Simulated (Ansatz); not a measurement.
# From PBE to G0W0: SrTiO3 (Tausonite)

Aim: the quasiparticle gap of SrTiO3 (Tausonite), starting from PBE.

Calculated with Ansatz 0.2.0; PBE, then G0W0 on it, plane waves, PAW.

**The experiments to reproduce.**

- Gap 3.77 eV: direct gap (M0 critical point); spectroscopic ellipsometry, second-derivative fit; 300 K; bulk crystal (commercial single crystal) (“Optical probe of ferroelectric order in bulk and thin film perovskite titanates”, 2013, arxiv:1309.1245).

## 1. The starting structure

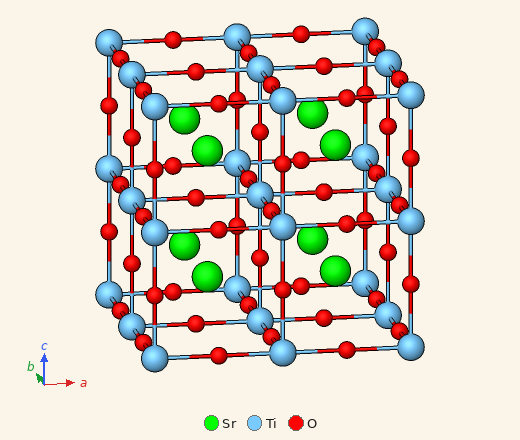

The cell as given, slightly off an axis (strontium green, titanium blue, oxygen red). 2×2×2 cells are drawn. Some periodic images of atoms are drawn too.

The cell and positions come from the Crystallography Open Database and are kept as given unless a step says otherwise. The default PAW set here is soft_2. Its files were made with PBE.

## 2. The PBE band structure

Levels along a band path and on the mesh show where this functional puts the band edges.

This step: DFT, PBE, plane waves, PAW.

Contents of input.yaml:

```yaml
crystal:
  lattice:
    - [3.90528, 0.0, 0.0]
    - [0.0, 3.90528, 0.0]
    - [0.0, 0.0, 3.90528]
  atoms:
    - { symbol: Sr, position: [0.5, 0.5, 0.5] }
    - { symbol: Ti, position: [0.0, 0.0, 0.0] }
    - { symbol: O, position: [0.5, 0.0, 0.0] }
    - { symbol: O, position: [0.0, 0.5, 0.0] }
    - { symbol: O, position: [0.0, 0.0, 0.5] }
kpoints:
  mp_grid: { grid: [6, 6, 6] }
  band_path:
    path:
      - [[0.0, 0.0, 0.0], [0.0, 0.5, 0.0], [0.5, 0.5, 0.0], [0.0, 0.0, 0.0], [0.5, 0.5, 0.5], [0.0, 0.5, 0.0]]
      - [[0.5, 0.5, 0.5], [0.5, 0.5, 0.0]]
    npoints: 10
hamiltonian:
  xc: pbe
scf:
  occupations: { method: fermi_dirac, width: 0.02 }
  n_extra_bands: 5
output:
  eigenvalues: true
  write_density: true
  write_potential: true
  elf: true
  volumetric_format: npy
```

Run with:

```
> ansatz run input.yaml --threads 3 --pin off --max-ram 92160MiB --backend cuda --events-out ev --progress --plain --runs-dir out --devices 1 --max-vram 13GiB  # rebuilt from the run's record
```

Numbers of over 12 decimals in the logs are rounded to 6 here.

The program printed:

```text
scf.n_extra_bands = 5 over 20 filled bands (N_el = 40.0): the run solves 25 bands
GPUs: using 1 of 1 available (devices: 1).
Engine: ansatz 0.2.0, x86_64-unknown-linux-gnu
Pseudopotentials: kind: paw
Pseudopotential: Sr, paw, valence charge 10, recommended cutoff 420 eV (normal), Sr.paw.azcp
Pseudopotential: Ti, paw, valence charge 12, recommended cutoff 420 eV (normal), Ti.paw.azcp
Pseudopotential: O, paw, valence charge 6, recommended cutoff 420 eV (normal), O.paw.azcp
Functional definition: PBE
  parameter kappa = 0.804
  parameter beta = 0.066725
  exchange = pbe_x(kappa = kappa, mu = beta*pi^2/3)
  correlation = pbe_c(beta = beta)
device memory: the entry about to start is reckoned to put 0.9 GiB on a device that reports 65.5 GiB free (of which the cap on the GPU budget leaves the run 13.0 GiB)
GPU FFT provider: cuFFT
GPU libraries: cuBLAS 13.8.2, cuFFT 12.4.0, cuSOLVER 12.3.4
Crystal: 5 atoms, lattice volume = 59.560 Å³
Basis set: ecut = 420 eV, 1189 PW (Γ)
Bands: 25, of which v1, the nominal top of the filled ones, is band 20 counted from 1 (19 counted from 0)
Symmetry: 48 space group operations
Space group: Pm-3m (ITA 221), of the structure as read, at distance tolerance 3.9e-5 Å
k-points: 20 of 216
Non-local potential: Sr, projectors of the file, l = 0: 3, l = 1: 2, l = 2: 2
Non-local potential: Ti, projectors of the file, l = 0: 3, l = 1: 2, l = 2: 3, l = 3: 1
Non-local potential: O, projectors of the file, l = 0: 2, l = 1: 2, l = 2: 1
PAW form: soft (Blöchl's): semilocal exchange-correlation on the pseudo side does not see the compensation charge
PAW one-centre angular grid: Sr, 110 points (default); XC on 64 Gauss nodes
PAW one-centre angular grid: Ti, 590 points (default); XC on 64 Gauss nodes
PAW one-centre angular grid: O, 110 points (default); XC on 64 Gauss nodes
Initial density: superposition of atomic densities (neutral atoms: chi_scale 0, normalization atom), corrected by the library's trained network
Initial wavefunctions: pseudopotential atomic-orbital guess
GPU buffer pool allocated for 19683 grid points (all kernels)
GPU transforms: local potential and band sums: pruned to the plane-wave sphere, on 25×27×27
Functional: x = pbe(κ = 0.804, μ = 0.219515), c = pbe(β = 0.066725)
SCF iter   1: F=—  HF=-7754.466479 eV  |F-HF|=—  |Δ(HF+E_count)|=         —  Δρ=1.96e-3  dr2=1.09e-3  ethr=1.77e-3  ⟨swp⟩=7.8  Hψ=2658  notcnv=0
preconditioner: auto → Resta (q_TF=auto, 2.553 Å⁻¹)  ε∞=5.6  [insulator: Δε(μ)=1.868 eV  Ē_g=12.253 eV  σ=0.020 eV  W_gap=1.00  n_scr=18 (ndim 8)  ℏωp=26.4 eV  f_vac=0.000  D(μ)=0.00/eV (n_scr^D=0)  ε∞_Penn≈5.6]
SCF iter   2: F=—  HF=-7754.467454 eV  |F-HF|=—  |Δ(HF+E_count)|=   9.75e-4  Δρ=9.51e-4  dr2=2.27e-4  ethr=2.72e-6  ⟨swp⟩=3.0  Hψ=1071  notcnv=0  defer=19
SCF iter   3: F=—  HF=-7754.467614 eV  |F-HF|=—  |Δ(HF+E_count)|=   1.60e-4  Δρ=1.19e-4  dr2=1.11e-5  ethr=5.68e-7  ⟨swp⟩=2.3  Hψ=672  notcnv=0  defer=20
SCF iter   4: F=—  HF=-7754.467641 eV  |F-HF|=—  |Δ(HF+E_count)|=   2.69e-5  Δρ=4.47e-5  dr2=1.77e-6  ethr=2.78e-8  ⟨swp⟩=2.4  Hψ=710  notcnv=0  defer=20
iter 5 did not close the SCF: its close was put off for the readings that it lacked (scf_convergence_deferred on its scf_iter line)
SCF iter   5: F=-7754.467641 eV  HF=-7754.467641 eV  |F-HF|=4.14e-8  |Δ(HF+E_count)|=   3.12e-7  Δρ=1.06e-5  dr2=5.42e-8  ethr=4.44e-9  ⟨swp⟩=2.6  Hψ=812  notcnv=0  defer=20
SCF iter   6: F=-7754.467641 eV  HF=-7754.467641 eV  |F-HF|=1.34e-10  |Δ(HF+E_count)|=   1.23e-8  Δρ=2.65e-6  dr2=3.17e-9  ethr=1.35e-10  ⟨swp⟩=5.3  Hψ=1712  notcnv=0
SCF 1 converged in 6 iterations: F = -7754.467641 eV  dr2 = 3.17e-9
  greatest PAW one-centre occupation: 0.999 electrons in one spin orbital (limit 2), on the Ti atom at site 1 (counted from 0), in its partial waves of l = 0
device memory: the entry about to start is reckoned to put 1.4 GiB on a device that reports 66.0 GiB free (of which the cap on the GPU budget leaves the run 13.0 GiB)
NSCF: frozen V_eff on 62 k-points, pencils in batches of 32, up to order 112
SCF converged after 6 iterations
Free energy (F): -7754.467641 eV
Harris-Foulkes:  -7754.467641 eV  (|F-HF|=1.34e-10)
Internal energy: -7754.467641 eV  (E = F + TS)
E sigma→0 (E₀):  -7754.467641 eV
Fermi energy:    10.937393 eV
--- Per-component energies (eV) ---
  E_band       = -204.884141
  E_kinetic    = 1048.522298
  E_local      = -2384.444576  (includes V_loc(G=0)·N_el)
  E_nonlocal   = 348.037745
  E_hartree    = 834.931712
  E_xc         = -496.672941
  E_vxc        = -572.528952  (∫ρ·V_xc dr)
  E_paw        = -4213.754511  (= ΣΔE_a)
  E_vpaw       = -314.342119  (= ΣTr[D̂ρ^β])
  E_aug_tail   = 0.007572  (compensation charges beyond the density's cutoff)
  E_ewald      = -2891.094941
  E_smearing   = -0.000000  (= −TS)
  E_closure    = 0.000000  (closes the sum)
  Σ components = -7754.467641   (vs F -7754.467641, Δ=0.00e0)
--- Band table (eV; the first three rows and the last of 20) ---
  k-point 0: bands = [... 16 lower, 8.8189, 9.6461, 9.6461, 9.6461, 11.8774, 11.8774, 11.8774, 14.3355, ... 1 higher]
  k-point 1: bands = [... 16 lower, 8.5927, 8.8904, 9.4974, 9.4974, 11.9173, 12.4479, 12.4479, 14.3409, ... 1 higher]
  k-point 2: bands = [... 16 lower, 7.9128, 8.1957, 9.3322, 9.3322, 12.0000, 13.3760, 13.3760, 14.3474, ... 1 higher]
  k-point 19: bands = [... 16 lower, 6.2700, 9.9914, 9.9914, 9.9914, 14.4789, 14.4789, 14.4789, 16.9686, ... 1 higher]
```

The job ended after 8.3 s (1 × NVIDIA H100 80GB HBM3 (shared by 6 runs) with 3 threads of AMD EPYC 7R13 (Zen 3), shared host; peak memory 0.95 GiB).

Numbers from this step:

```yaml
filled_bands: 20
gap: 1.886 eV
valence_top_at: R
conduction_bottom_at: Γ
least_direct_gap: 2.231 eV
```

Over mesh and path the gap is 1.886 eV, from k = (0.500, 0.500, 0.500) to k = Γ. The least direct gap found is 2.231 eV, at k = Γ.

Electronic bands along the path, in eV, zero at the top of the highest nominally filled band:

| point | band 17 | band 18 | band 19 | band 20 | band 21 | band 22 | band 23 | band 24 |
| --- | --- | --- | --- | --- | --- | --- | --- | --- |
| Γ | -1.17 | -0.35 | -0.35 | -0.35 | 1.89 | 1.89 | 1.89 | 4.34 |
| X | -2.35 | -1.97 | -0.72 | -0.72 | 2.05 | 3.81 | 3.81 | 4.36 |
| M | -1.71 | -1.56 | -1.56 | -0.09 | 3.81 | 3.81 | 4.27 | 5.32 |
| Γ | -1.17 | -0.35 | -0.35 | -0.35 | 1.89 | 1.89 | 1.89 | 4.34 |
| R | -3.72 | 0.00 | 0.00 | 0.00 | 4.49 | 4.49 | 4.49 | 6.98 |
| X | -2.35 | -1.97 | -0.72 | -0.72 | 2.05 | 3.81 | 3.81 | 4.36 |
| jump to R | -3.72 | 0.00 | 0.00 | 0.00 | 4.49 | 4.49 | 4.49 | 6.98 |
| M | -1.71 | -1.56 | -1.56 | -0.09 | 3.81 | 3.81 | 4.27 | 5.32 |

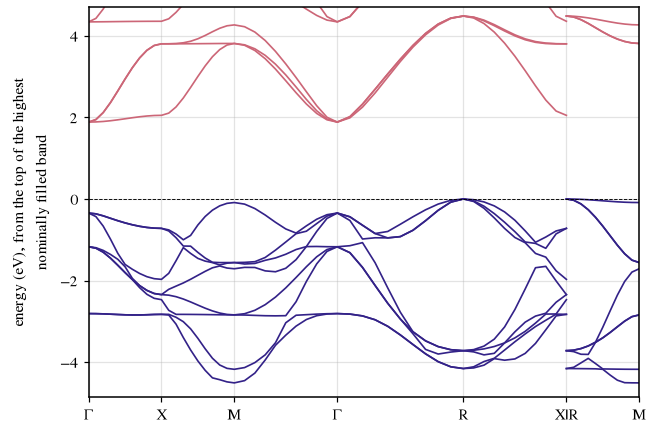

Electronic bands along the path; lines of filled and empty bands in two colours.

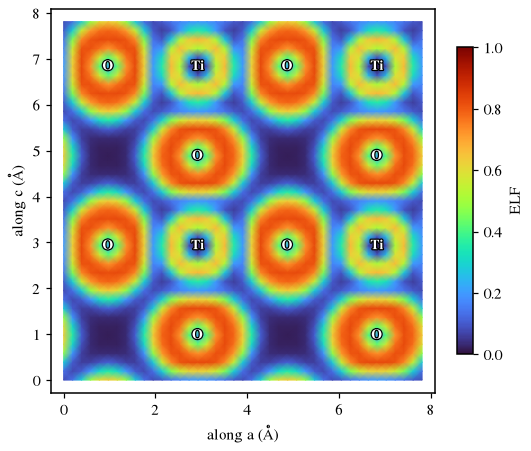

ELF in the ac plane at fractional y = 0.000, with atoms of Ti and O within 0.2 Å of it. It is the smooth field of the valence electrons, not physical close to the nuclei. The map starts off the cell's origin, so that atoms lie inside it.

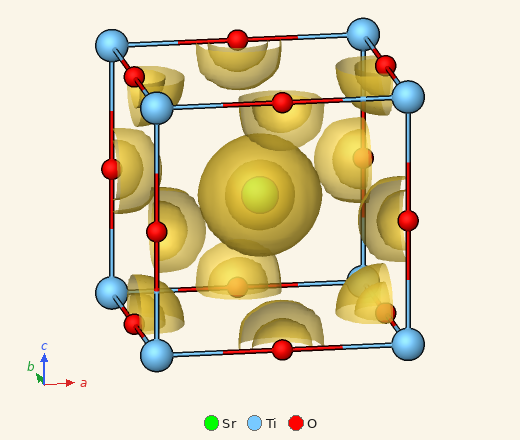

Surface of ELF = 0.79.

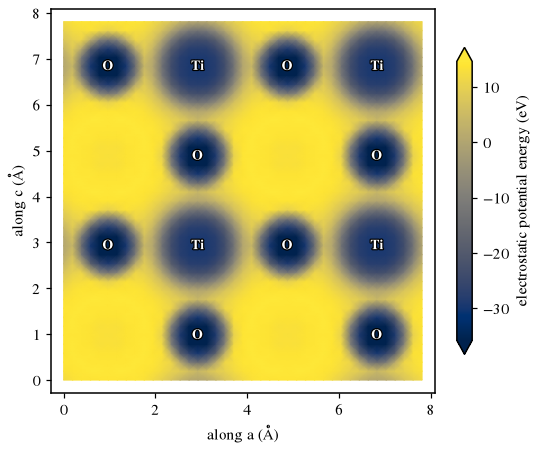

Electrostatic potential energy in the ac plane at fractional y = 0.000, with atoms of Ti and O within 0.2 Å of it. With pseudopotentials it is smooth inside the atoms' cores, unlike the true potential. The map starts off the cell's origin, so that atoms lie inside it.

## 3. G0W0 on the 4×4×4 mesh

G0W0 replaces the xc potential by a self-energy built once from the orbitals of the start. Levels are corrected in the window of bands that the input names, at points of the mesh.

This step: G0W0 on PBE, plane waves, PAW.

input.yaml, the sections that differ from step 2:

```yaml
kpoints:
  mp_grid: { grid: [4, 4, 4] }
scf:
  occupations: { method: fixed }
gw:
  n_empty_bands: 382
  ecut_chi: 200.0
  qp_bands: [v2, c2]
  qp_kpoints: band_edges
  screening: { model: contour_deformation }
# crystal, hamiltonian: as in step 2
# output: removed
```

The program printed:

```text
GPUs: using 1 of 1 available (devices: 1).
[...]
GPU FFT provider: cuFFT
GPU libraries: cuBLAS 13.8.2, cuFFT 12.4.0, cuSOLVER 12.3.4
Crystal: 5 atoms, lattice volume = 59.560 Å³
Basis set: ecut = 420 eV, 1189 PW (Γ)
Bands: 25, of which v1, the nominal top of the filled ones, is band 20 counted from 1 (19 counted from 0)
Symmetry: 48 space group operations
[...]
k-points: 10 of 64
[...]
GPU buffer pool allocated for 19683 grid points (all kernels)
[...]
SCF iter   1: F=—  HF=-7754.449331 eV  |F-HF|=—  |Δ(HF+E_count)|=         —  Δρ=1.47e-3  dr2=3.12e-4  ethr=1.77e-3  ⟨swp⟩=4.0  Hψ=1098  notcnv=0  defer=22
[...]
SCF iter   6: F=-7754.450213 eV  HF=-7754.450213 eV  |F-HF|=1.75e-9  |Δ(HF+E_count)|=   1.01e-7  Δρ=2.86e-6  dr2=3.93e-9  ethr=2.50e-10  ⟨swp⟩=8.2  Hψ=958  notcnv=0
SCF 1 converged in 6 iterations: F = -7754.450213 eV  dr2 = 3.93e-9
[...]
NSCF: frozen V_eff on 10 k-points, pencils in batches of 32, up to order 100
the band table was solved once the SCF had ended and its energy, with any forces and stress, was formed, with the checks that follow a solve (1145 applications of the Hamiltonian). They found nothing against the state; the energy, forces and stress were not computed again (output.eigenvalues in the input reference)
[...]
NSCF: frozen V_eff on 10 k-points
G₀W₀ screening: q 1/10
[... further progress lines ...]
SCF converged after 6 iterations
Free energy (F): -7754.450213 eV
[...]
Internal energy: -7754.450213 eV  (E = F + TS)
E sigma→0 (E₀):  -7754.450213 eV
Fermi energy:    9.995895 eV
[...]
--- Band table (eV; the first three rows and the last of 10) ---
  k-point 0: bands = [... 16 lower, 8.8230, 9.6503, 9.6503, 9.6503, 11.8636, 11.8636, 11.8636, 14.3193, ... 1 higher]
  k-point 1: bands = [... 16 lower, 8.3325, 8.3900, 9.4083, 9.4083, 11.9439, 12.9207, 12.9207, 14.3283, ... 1 higher]
  k-point 2: bands = [... 16 lower, 7.6457, 8.0230, 9.2742, 9.2742, 12.0282, 13.7842, 13.7842, 14.3337, ... 1 higher]
  k-point 9: bands = [... 16 lower, 6.2707, 9.9959, 9.9959, 9.9959, 14.4648, 14.4648, 14.4648, 16.9699, ... 1 higher]
--- G₀W₀: contour deformation, 7 samples at zero and on the imaginary axis and 2 off it, 64 q-points, 382 empty bands' worth ---
  eigenvalues of the whole cell's RPA ε∞ on this k-mesh (on a slab, of 1 + 4πα/V) = 6.5243, 6.5243, 6.5243; static W/v taken at q = 0 is 0.153274
  bands read: the sum over 402 bands ends inside a degenerate multiplet in 1 slot, whose members it reads at an even weight; the widest, k=2: bands 402 to 403 (counted from 1) at 1/2 each
  gw.qp_kpoints: band_edges: 6 of 10 stored k-points solved, in 1 pass; an edge of the gap read off the rows below is read off those points alone
    valence top: of the k-points left out ik 7 came nearest to being solved in a further pass, in band 20 (counted from 1, as in the quasiparticle table): it holds the edge there only if its correction is more favourable than any solved in that band by at least 0.523 eV; those differ by 0.042 eV
    conduction bottom: of the k-points left out ik 3 came nearest to being solved in a further pass, in band 21 (counted from 1, as in the quasiparticle table): it holds the edge there only if its correction is more favourable than any solved in that band by at least 1.015 eV; those differ by 0.054 eV
    ik  band        ε_KS         Σx   Σc(E_QP)       V_xc       Z   E_QP_lin       E_QP  E_QP is
     0    19      9.6503   -26.3864     4.3283   -21.5086  0.7228     9.0945     9.1009  root
     0    20      9.6503   -26.3864     4.3283   -21.5086  0.7228     9.0945     9.1009  root
     0    21     11.8636   -12.6230    -6.6392   -20.3002  0.7355    12.9246    12.9015  root
     0    22     11.8636   -12.6230    -6.6392   -20.3002  0.7355    12.9246    12.9015  root
     1    19      9.4083   -26.1307     4.3189   -21.2539  0.7209     8.8436     8.8504  root
     1    20      9.4083   -26.1307     4.3189   -21.2539  0.7209     8.8436     8.8504  root
     1    21     11.9439   -12.7727    -6.7533   -20.5831  0.7323    13.0256    13.0010  root
     1    22     12.9207   -14.2160    -6.6317   -21.8811  0.7118    13.9816    13.9541  root
     2    19      9.2742   -26.1174     4.4177   -21.1218  0.7198     8.6887     8.6963  root
     2    20      9.2742   -26.1174     4.4177   -21.1218  0.7198     8.6887     8.6963  root
     2    21     12.0282   -12.9424    -6.8786   -20.8987  0.7287    13.1323    13.1059  root
     2    22     13.7842   -14.8756    -7.2659   -23.2137  0.6866    14.8963    14.8565  root
     5    19      8.4350   -24.8770     4.7883   -19.4385  0.6969     7.7709     7.7849  root
     5    20      9.9082   -25.8857     4.5212   -20.8234  0.7135     9.3605     9.3671  root
     5    21     13.7927   -14.7864    -7.3859   -23.2565  0.6859    14.9179    14.8769  root
     5    22     13.7927   -14.7864    -7.3859   -23.2565  0.6859    14.9179    14.8769  root
     8    19      9.3285   -25.2122     4.5612   -20.0669  0.7088     8.7356     8.7444  root
     8    20      9.9512   -25.9795     4.5248   -20.9166  0.7137     9.4066     9.4131  root
     8    21     14.0742   -14.5506    -7.7132   -23.3501  0.6795    15.2048    15.1606  root
     8    22     14.0742   -14.5506    -7.7132   -23.3501  0.6795    15.2048    15.1606  root
     9    19      9.9959   -26.0786     4.5300   -21.0126  0.7140     9.4536     9.4600  root
     9    20      9.9959   -26.0786     4.5300   -21.0126  0.7140     9.4536     9.4600  root
     9    21     14.4648   -14.5075    -8.2018   -23.8017  0.6648    15.6053    15.5571  root
     9    22     14.4648   -14.5075    -8.2018   -23.8017  0.6648    15.6053    15.5571  root
```

The job ended after 15 s (1 × NVIDIA H100 80GB HBM3 (shared by 6 runs) with 3 threads; peak memory 1.4 GiB; 11 s of CPU time).

Numbers from this step:

```yaml
bands_summed: 402
rpa_eps_infinity_on_this_mesh_eigenvalues: 6.524, 6.524, 6.524
plane_waves_in_the_screening_matrix: 389
q_points_in_the_mesh: 64
g0w0_gap_over_the_corrected_points: 3.442 eV
k_of_the_valence_top: -0.5, -0.5, -0.5
k_of_the_conduction_bottom: 0, 0, 0
starting_gap_on_the_mesh: 1.868 eV
z_at_the_valence_top: 0.7140
z_at_the_conduction_bottom: 0.7355
least_direct_g0w0_gap_over_the_corrected_points: 3.801 eV
```

Over 6 of 10 irreducible mesh points the G0W0 gap is 3.442 eV, from k = (-0.500, -0.500, -0.500) to k = Γ. The PBE gap of this run on the mesh is 1.868 eV. The two states that bound the G0W0 gap lie that far apart at the start, so the correction of the gap is 3.442 − 1.868 = +1.574 eV. The start of this run differs from the step before in mesh (6×6×6 and 4×4×4).

Labels follow the order of the start: v1 is the top filled band, c1 the lowest empty one; levels that stay degenerate share a row, the window can cut a multiplet, doubted levels are not marked in this list, bands outside the window were not corrected, and the list may be a part of the corrected levels. The levels before and after the correction (eV, zero at the valence-band top of each column):

```csv
,conduction bottom,valence top
Kohn-Sham,1.87,0.00
G0W0,3.44,0.00
```

|  | level | occupation | energy (eV) |
| --- | --- | --- | --- |
| Kohn-Sham | Γ v2-v1 | 2 | -0.346 |
| Kohn-Sham | Γ c1-c2 | 0 | 1.868 |
| Kohn-Sham | (-0.5 -0.5 -0.5) v2-v1 | 2 | 0.000 |
| Kohn-Sham | (-0.5 -0.5 -0.5) c1-c2 | 0 | 4.469 |
| G0W0 | Γ v2-v1 | 2 | -0.359 |
| G0W0 | Γ c1-c2 | 0 | 3.442 |
| G0W0 | (-0.5 -0.5 -0.5) v2-v1 | 2 | 0.000 |
| G0W0 | (-0.5 -0.5 -0.5) c1-c2 | 0 | 6.097 |

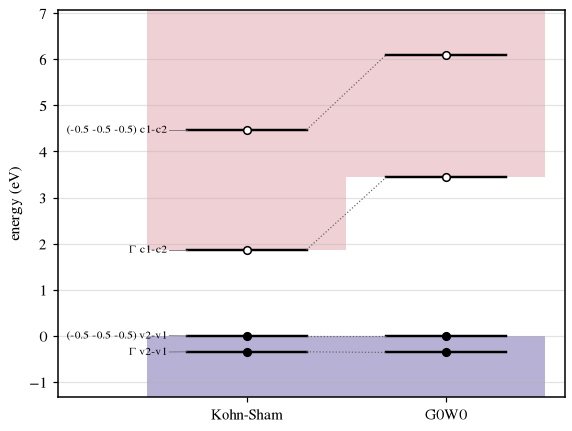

Levels before and after the correction. Shaded: valence and conduction bands. Filled marks are occupied levels, open marks empty ones.

The parts of the quasiparticle energy for the two states that bound the G0W0 gap, in eV on the run's own scale (QP = start + Σx + Σc − Vxc, with Σc at the quasiparticle energy):

| edge | k | band | start | Σx | Σc | Vxc | Z | QP |
| --- | --- | --- | --- | --- | --- | --- | --- | --- |
| valence top | (-0.500, -0.500, -0.500) | 19 | 9.996 | −26.079 | 4.530 | −21.013 | 0.714 | 9.460 |
| conduction bottom | Γ | 21 | 11.864 | −12.623 | −6.639 | −20.300 | 0.736 | 12.902 |

[end of part 1 of 2]

[Paths, hosts, dates, memory and timing lines, banners, echoed tables and standing remarks are left out of the program output.]

[Logs are printed without paths, hosts, clocks, repeated set-up lines and the standing remarks that a program may print on its own settings, such as how far it seeks lower states.]

[Runs of the session that timed out or met a known fault of the program may be left out.]

[Cells called generated may have been cut or substituted from an entry of the Crystallography Open Database or the Materials Project.]

[Hosts, paths, dates, database ids (printed as entryN), source tags and the programs' standing remarks are cut or masked in the printed files.]

[Where an RPA ε∞ is given, it is that of the G0W0 mesh and is not shown converged in it. Names of k-points follow the symmetry that the program found, which can be lower than the space group named. Band edges on a path are those of the sampled points; other points can move an edge, and change direct to indirect where valleys lie close.]

[Hybrid gaps are those of their k-mesh and are not shown converged in it.]
